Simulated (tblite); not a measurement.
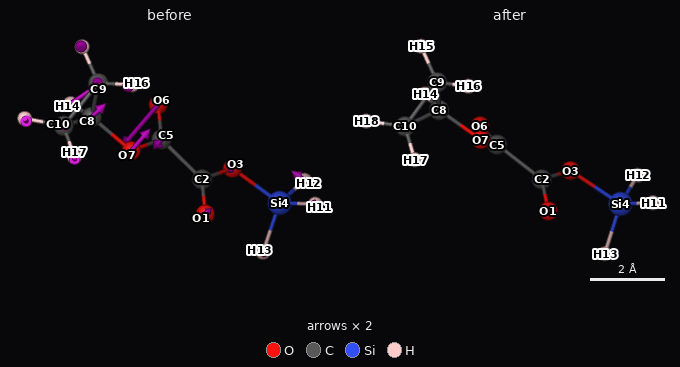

The structure of C5H8O4Si before (left) and after (right) a relaxation, at one scale. The purple arrows give the displacements, magnified 2 times.

A ball-and-stick model, seen from a free direction.

Level of theory: GFN2-xTB geometry optimisation, gas phase in tblite 0.8.0. 

Q: Describe what moved and what it gained.

A: The largest move after the best rigid fit is that of O6, 0.84 Å. By element the largest moves are O 0.84 Å, H 0.47 Å, C 0.29 Å, Si 0.04 Å. Near-neighbour distances that change, for instance: C2–O3 1.366 → 1.307 Å, C5–O7 1.359 → 1.320 Å, Si4–H12 1.493 → 1.454 Å, O3–Si4 1.644 → 1.673 Å. Bond angles that change, for instance: O3–Si4–H12 108.0° → 97.5°, H12–Si4–H13 108.3° → 115.0°, H11–Si4–H12 107.9° → 114.4°. Groups turn about O7–C8 by about 45°, C2–C5 by about 25°. Over 103 geometry steps the energy falls by 28.0 kJ/mol.
